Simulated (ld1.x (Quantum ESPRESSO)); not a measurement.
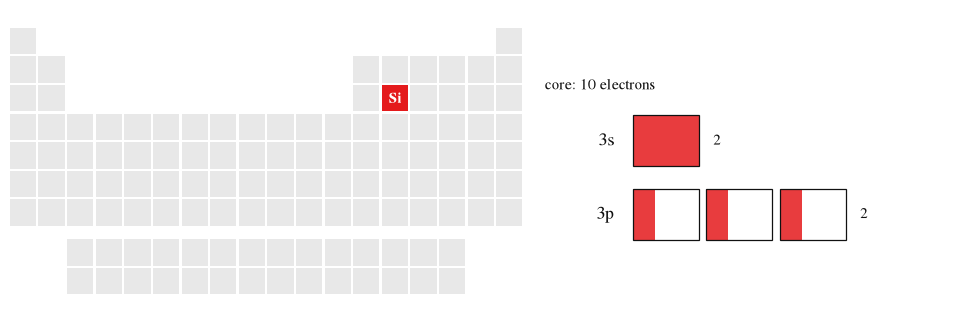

Left, the place of silicon in the periodic table; right, the valence shells of the reference configuration: a box for each of the 2l + 1 orbitals, shaded by the share of the shell that is filled, with the electron count at the right.

## Pseudopotential generation: Si (part 1 of 2)

Silicon (Si, Z = 14), core [Ne], reference valence 3s2 3p2, valence charge 4. Computed at this level: TM semilocal potential, LDA (PZ), non-relativistic, made with ld1.x (Quantum ESPRESSO) 7.5.

## Input file
```
 &input
   title='Si', zed=14., rel=0, dft='PZ', iswitch=3,
   config='[Ne] 3s2 3p2',
   nld=2, rlderiv=2.55, eminld=-3.0, emaxld=5.0, deld=0.02
 /
 &inputp
   pseudotype=1, tm=.true., lloc=0,
   nlcc=.false.,
   file_pseudopw='Si.pp', file_wfcaegen='ae.wfc', file_wfcncgen='nc.wfc'
 /
2
3P  2  1   2.00   0.00  2.35  2.35  0.0
3S  1  0   2.00   0.00  1.50  1.50  0.0
 &test
   configts(1)='3s2 3p2'
 /
```

## Input of the test run
```
 &input
   title='Si', zed=14., rel=0, dft='PZ', iswitch=2,
   config='[Ne] 3s2 3p2'
 /
 &test
   file_pseudo='Si.pp', nconf=10,
   configts(1)='3s2 3p2',
   configts(2)='3s2 3p1',
   configts(3)='3s2 3p0',
   configts(4)='3s1 3p0',
   configts(5)='3s1 3p3',
   configts(6)='3s1 3p2',
   configts(7)='3s2 3p2.3',
   configts(8)='3s0 3p4',
   configts(9)='3s2 3p2', lsdts(9)=1,
   configts(10)='3s2 3p1', lsdts(10)=1
 /
```

Command:
```bash
ld1.x < Si.in > Si.out
```

## Log
```
     Program LD1 v.7.5
     --------------------------- All-electron run ----------------------------

     Si

     atomic number is 14.00
     dft =PZ   lsd =0 sic =0 latt =0  beta=0.20 tr2=1.0E-14
     Exchange-correlation= PZ
                           (   1   1   0   0   0   0   0)
     mesh =1141 r(mesh) = 100.57892 a.u. xmin = -7.00 dx = 0.01250
     1 Ry =  13.60569312 eV

     n l     nl                  e(Ry)          e(Ha)          e(eV)
     1 0     1S 1( 2.00)      -130.3691       -65.1846     -1773.7622
     2 0     2S 1( 2.00)       -10.1489        -5.0745      -138.0832
     2 1     2P 1( 6.00)        -7.0288        -3.5144       -95.6312
     3 0     3S 1( 2.00)        -0.7966        -0.3983       -10.8387
     3 1     3P 1( 2.00)        -0.3071        -0.1535        -4.1777

     final scf error:  6.5E-15 reached in  24 iterations

     Etot =    -576.383950 Ry,    -288.191975 Ha,   -7842.103143 eV

     Ekin =     574.976540 Ry,     287.488270 Ha,    7822.954351 eV
     Encl =   -1375.797060 Ry,    -687.898530 Ha,  -18718.672602 eV
     Eh   =     263.529993 Ry,     131.764997 Ha,    3585.508218 eV
     Exc  =     -39.093423 Ry,     -19.546711 Ha,    -531.893110 eV

     normalization and overlap integrals

     s(1S/1S) =  1.000000  <r> =   0.1120  <r2> =    0.0169  r(max) =   0.0732
     s(2S/2S) =  1.000000  <r> =   0.5725  <r2> =    0.3920  r(max) =   0.4600
     s(2P/2P) =  1.000000  <r> =   0.5392  <r2> =    0.3673  r(max) =   0.3861
     s(3S/3S) =  1.000000  <r> =   2.1633  <r2> =    5.4669  r(max) =   1.7744
     s(3P/3P) =  1.000000  <r> =   2.7921  <r2> =    9.3968  r(max) =   2.1403

     ------------------------ End of All-electron run ------------------------

     --------------------- Generating NC pseudopotential ---------------------

      Generating local pot.: lloc=0, matching radius rcloc =   1.5000

      Wfc   3P  rcut= 2.365  Using Troullier-Martins method

     ------------------- End of pseudopotential generation -------------------

     --------------------------- All-electron run ----------------------------

     Si

     atomic number is 14.00
     dft =PZ   lsd =0 sic =0 latt =0  beta=0.20 tr2=1.0E-14
     Exchange-correlation= PZ
                           (   1   1   0   0   0   0   0)
     mesh =1141 r(mesh) = 100.57892 a.u. xmin = -7.00 dx = 0.01250
     1 Ry =  13.60569312 eV

     n l     nl                  e(Ry)          e(Ha)          e(eV)
     1 0     1S 1( 2.00)      -130.3691       -65.1846     -1773.7622
     2 0     2S 1( 2.00)       -10.1489        -5.0745      -138.0832
     2 1     2P 1( 6.00)        -7.0288        -3.5144       -95.6312
     3 0     3S 1( 2.00)        -0.7966        -0.3983       -10.8387
     3 1     3P 1( 2.00)        -0.3071        -0.1535        -4.1777

     final scf error:  6.5E-15 reached in  24 iterations

     Etot =    -576.383950 Ry,    -288.191975 Ha,   -7842.103143 eV

     Ekin =     574.976540 Ry,     287.488270 Ha,    7822.954351 eV
     Encl =   -1375.797060 Ry,    -687.898530 Ha,  -18718.672602 eV
     Eh   =     263.529993 Ry,     131.764997 Ha,    3585.508218 eV
     Exc  =     -39.093423 Ry,     -19.546711 Ha,    -531.893110 eV

     normalization and overlap integrals

     s(1S/1S) =  1.000000  <r> =   0.1120  <r2> =    0.0169  r(max) =   0.0732
     s(2S/2S) =  1.000000  <r> =   0.5725  <r2> =    0.3920  r(max) =   0.4600
     s(2P/2P) =  1.000000  <r> =   0.5392  <r2> =    0.3673  r(max) =   0.3861
     s(3S/3S) =  1.000000  <r> =   2.1633  <r2> =    5.4669  r(max) =   1.7744
     s(3P/3P) =  1.000000  <r> =   2.7921  <r2> =    9.3968  r(max) =   2.1403

     ------------------------ End of All-electron run ------------------------

     Computing logarithmic derivative in   2.56565
     Computing logarithmic derivative in   2.56565
     Computing the partial wave expansion
       no projector for channel:   0
     R is outside the sphere for l=    1 j= 0.00

     ---------------------- Testing the pseudopotential ----------------------

     Si

     atomic number is 14.00   valence charge is  4.00
     dft =PZ   lsd =0 sic =0 latt =0  beta=0.20 tr2=1.0E-14
     mesh =1141 r(mesh) = 100.57892 xmin = -7.00 dx = 0.01250

     n l     nl             e AE (Ry)        e PS (Ry)    De AE-PS (Ry)
     1 0     3S   1( 2.00)       -0.79663       -0.79663       -0.00000
     2 1     3P   1( 2.00)       -0.30705       -0.30705        0.00000

     eps = 2.9E-15  iter =  7

     Etot =    -576.383950 Ry,    -288.191975 Ha,   -7842.103143 eV
     Etotps =    -7.492127 Ry,      -3.746064 Ha,    -101.935586 eV

     Ekin =       2.411766 Ry,       1.205883 Ha,      32.813746 eV
     Encl =     -13.844903 Ry,      -6.922452 Ha,    -188.369505 eV
     Ehrt =       5.868469 Ry,       2.934234 Ha,      79.844585 eV
     Ecxc =      -1.927459 Ry,      -0.963729 Ha,     -26.224412 eV

     ---------------------- End of pseudopotential test ----------------------
```

## Output of the test run (extracts)
```
     ---------------------- Testing the pseudopotential ----------------------

     Si

     atomic number is 14.00   valence charge is  4.00
     dft =PZ   lsd =0 sic =0 latt =0  beta=0.20 tr2=1.0E-14
     mesh =1141 r(mesh) = 100.57892 xmin = -7.00 dx = 0.01250

     n l     nl             e AE (Ry)        e PS (Ry)    De AE-PS (Ry)
     1 0     3S   1( 2.00)       -0.79663       -0.79663       -0.00000
     2 1     3P   1( 2.00)       -0.30705       -0.30705        0.00000

     eps = 3.4E-15  iter =  7

     Etot =    -576.383950 Ry,    -288.191975 Ha,   -7842.103143 eV
     Etotps =    -7.492127 Ry,      -3.746064 Ha,    -101.935586 eV

     Ekin =       2.556167 Ry,       1.278084 Ha,      34.778428 eV
     Encl =     -13.844903 Ry,      -6.922452 Ha,    -188.369505 eV
     Ehrt =       5.868469 Ry,       2.934234 Ha,      79.844585 eV
     Ecxc =      -1.927459 Ry,      -0.963729 Ha,     -26.224412 eV
     Epseu=      -0.144401 Ry,      -0.072201 Ha,      -1.964682 eV

     ---------------------- End of pseudopotential test ----------------------

     ---------------------- Testing the pseudopotential ----------------------

     Si

     atomic number is 14.00   valence charge is  4.00
     dft =PZ   lsd =0 sic =0 latt =0  beta=0.20 tr2=1.0E-14
     mesh =1141 r(mesh) = 100.57892 xmin = -7.00 dx = 0.01250

     n l     nl             e AE (Ry)        e PS (Ry)    De AE-PS (Ry)
     1 0     3S   1( 2.00)       -1.40074       -1.39937       -0.00137
     2 1     3P   1( 1.00)       -0.86468       -0.86379       -0.00088

     eps = 9.9E-16  iter =  7

     Etot =    -575.807732 Ry,    -287.903866 Ha,   -7834.263299 eV
     Etotps =    -6.916216 Ry,      -3.458108 Ha,     -94.099911 eV
     dEtot_ae =       0.576218 Ry
     dEtot_ps =       0.575911 Ry,   Delta E=       0.000306 Ry

     Ekin =       2.084631 Ry,       1.042315 Ha,      28.362849 eV
     Encl =     -11.125726 Ry,      -5.562863 Ha,    -151.373214 eV
     Ehrt =       3.701299 Ry,       1.850650 Ha,      50.358741 eV
     Ecxc =      -1.477958 Ry,      -0.738979 Ha,     -20.108638 eV
     Epseu=      -0.098462 Ry,      -0.049231 Ha,      -1.339649 eV

     ---------------------- End of pseudopotential test ----------------------

     ---------------------- Testing the pseudopotential ----------------------

     Si

     atomic number is 14.00   valence charge is  4.00
     dft =PZ   lsd =0 sic =0 latt =0  beta=0.20 tr2=1.0E-14
     mesh =1141 r(mesh) = 100.57892 xmin = -7.00 dx = 0.01250

     n l     nl             e AE (Ry)        e PS (Ry)    De AE-PS (Ry)
     1 0     3S   1( 2.00)       -2.10243       -2.09609       -0.00634  !
     2 1     3P   1( 0.00)       -1.51925       -1.51453       -0.00472

     eps = 9.6E-15  iter =  7

     Etot =    -574.622459 Ry,    -287.311230 Ha,   -7818.136841 eV
     Etotps =    -5.733358 Ry,      -2.866679 Ha,     -78.006314 eV
     dEtot_ae =       1.761491 Ry
     dEtot_ps =       1.758769 Ry,   Delta E=       0.002722 Ry

     Ekin =       1.269334 Ry,       0.634667 Ha,      17.270164 eV
     Encl =      -7.869155 Ry,      -3.934578 Ha,    -107.065314 eV
     Ehrt =       1.833997 Ry,       0.916998 Ha,      24.952797 eV
     Ecxc =      -0.967533 Ry,      -0.483767 Ha,     -13.163961 eV

     ---------------------- End of pseudopotential test ----------------------

     ---------------------- Testing the pseudopotential ----------------------

     Si

     atomic number is 14.00   valence charge is  4.00
     dft =PZ   lsd =0 sic =0 latt =0  beta=0.20 tr2=1.0E-14
     mesh =1141 r(mesh) = 100.57892 xmin = -7.00 dx = 0.01250

     n l     nl             e AE (Ry)        e PS (Ry)    De AE-PS (Ry)
     1 0     3S   1( 1.00)       -2.91134       -2.88557       -0.02577  !
     2 1     3P   1( 0.00)       -2.28097       -2.26055       -0.02042  !

     eps = 1.6E-16  iter =  7

     Etot =    -572.118087 Ry,    -286.059044 Ha,   -7784.063128 eV
     Etotps =    -3.243211 Ry,      -1.621605 Ha,     -44.126127 eV
     dEtot_ae =       4.265862 Ry
     dEtot_ps =       4.248917 Ry,   Delta E=       0.016946 Ry

     Ekin =       0.705753 Ry,       0.352876 Ha,       9.602255 eV
     Encl =      -4.019622 Ry,      -2.009811 Ha,     -54.689750 eV
     Ehrt =       0.481552 Ry,       0.240776 Ha,       6.551848 eV
     Ecxc =      -0.410893 Ry,      -0.205446 Ha,      -5.590480 eV

     ---------------------- End of pseudopotential test ----------------------

     ---------------------- Testing the pseudopotential ----------------------

     Si

     atomic number is 14.00   valence charge is  4.00
     dft =PZ   lsd =0 sic =0 latt =0  beta=0.20 tr2=1.0E-14
     mesh =1141 r(mesh) = 100.57892 xmin = -7.00 dx = 0.01250

     n l     nl             e AE (Ry)        e PS (Ry)    De AE-PS (Ry)
     1 0     3S   1( 1.00)       -0.85139       -0.85044       -0.00095
     2 1     3P   1( 3.00)       -0.34907       -0.34880       -0.00027

     eps = 1.5E-15  iter = 12

     Etot =    -575.887855 Ry,    -287.943928 Ha,   -7835.353433 eV
     Etotps =    -6.996359 Ry,      -3.498180 Ha,     -95.190316 eV
     dEtot_ae =       0.496095 Ry
     dEtot_ps =       0.495768 Ry,   Delta E=       0.000326 Ry

     Ekin =       2.957595 Ry,       1.478798 Ha,      40.240131 eV
     Encl =     -13.515465 Ry,      -6.757732 Ha,    -183.887265 eV
     Ehrt =       5.663773 Ry,       2.831887 Ha,      77.059557 eV
     Ecxc =      -1.864726 Ry,      -0.932363 Ha,     -25.370888 eV
     Epseu=      -0.237537 Ry,      -0.118768 Ha,      -3.231851 eV

     ---------------------- End of pseudopotential test ----------------------

     ---------------------- Testing the pseudopotential ----------------------

     Si

     atomic number is 14.00   valence charge is  4.00
     dft =PZ   lsd =0 sic =0 latt =0  beta=0.20 tr2=1.0E-14
     mesh =1141 r(mesh) = 100.57892 xmin = -7.00 dx = 0.01250

     n l     nl             e AE (Ry)        e PS (Ry)    De AE-PS (Ry)
     1 0     3S   1( 1.00)       -1.45400       -1.45103       -0.00297
     2 1     3P   1( 2.00)       -0.90978       -0.90807       -0.00171

     eps = 1.8E-16  iter =  9

     Etot =    -575.267551 Ry,    -287.633776 Ha,   -7826.913769 eV
     Etotps =    -6.376896 Ry,      -3.188448 Ha,     -86.762085 eV
     dEtot_ae =       1.116398 Ry
     dEtot_ps =       1.115232 Ry,   Delta E=       0.001167 Ry

     Ekin =       2.532965 Ry,       1.266483 Ha,      34.462751 eV
     Encl =     -10.823553 Ry,      -5.411777 Ha,    -147.261944 eV
     Ehrt =       3.538323 Ry,       1.769162 Ha,      48.141337 eV
     Ecxc =      -1.416478 Ry,      -0.708239 Ha,     -19.272169 eV
     Epseu=      -0.208153 Ry,      -0.104076 Ha,      -2.832061 eV

     ---------------------- End of pseudopotential test ----------------------

     ---------------------- Testing the pseudopotential ----------------------

     Si

     atomic number is 14.00   valence charge is  4.00
     dft =PZ   lsd =0 sic =0 latt =0  beta=0.20 tr2=1.0E-14
     mesh =1141 r(mesh) = 100.57892 xmin = -7.00 dx = 0.01250

     n l     nl             e AE (Ry)        e PS (Ry)    De AE-PS (Ry)
     1 0     3S   1( 2.00)       -0.64202       -0.64211        0.00009
     2 1     3P   1( 2.30)       -0.16546       -0.16550        0.00004

     eps = 4.7E-15  iter = 12

     Etot =    -576.454466 Ry,    -288.227233 Ha,   -7843.062559 eV
     Etotps =    -7.562649 Ry,      -3.781324 Ha,    -102.895076 eV
     dEtot_ae =      -0.070516 Ry
     dEtot_ps =      -0.070521 Ry,   Delta E=       0.000005 Ry

     Ekin =       2.630651 Ry,       1.315326 Ha,      35.791835 eV
     Encl =     -14.518836 Ry,      -7.259418 Ha,    -197.538832 eV
     Ehrt =       6.515263 Ry,       3.257632 Ha,      88.644674 eV
     Ecxc =      -2.039325 Ry,      -1.019662 Ha,     -27.746428 eV
     Epseu=      -0.150402 Ry,      -0.075201 Ha,      -2.046325 eV

     ---------------------- End of pseudopotential test ----------------------

     ---------------------- Testing the pseudopotential ----------------------

     Si

     atomic number is 14.00   valence charge is  4.00
     dft =PZ   lsd =0 sic =0 latt =0  beta=0.20 tr2=1.0E-14
     mesh =1141 r(mesh) = 100.57892 xmin = -7.00 dx = 0.01250

     n l     nl             e AE (Ry)        e PS (Ry)    De AE-PS (Ry)
     1 0     3S   1( 0.00)       -0.90028       -0.89815       -0.00213
     2 1     3P   1( 4.00)       -0.38681       -0.38619       -0.00062

     eps = 5.0E-16  iter =  7

     Etot =    -575.379842 Ry,    -287.689921 Ha,   -7828.441563 eV
     Etotps =    -6.489419 Ry,      -3.244710 Ha,     -88.293047 eV
     dEtot_ae =       1.004108 Ry
     dEtot_ps =       1.002708 Ry,   Delta E=       0.001399 Ry

     Ekin =       3.394355 Ry,       1.697178 Ha,      46.182553 eV
     Encl =     -13.220479 Ry,      -6.610240 Ha,    -179.873786 eV
     Ehrt =       5.493196 Ry,       2.746598 Ha,      74.738734 eV
     Ecxc =      -1.814132 Ry,      -0.907066 Ha,     -24.682520 eV
     Epseu=      -0.342359 Ry,      -0.171179 Ha,      -4.658028 eV

     ---------------------- End of pseudopotential test ----------------------
```

(Continued in part 2.) Outcome of the run: generated.
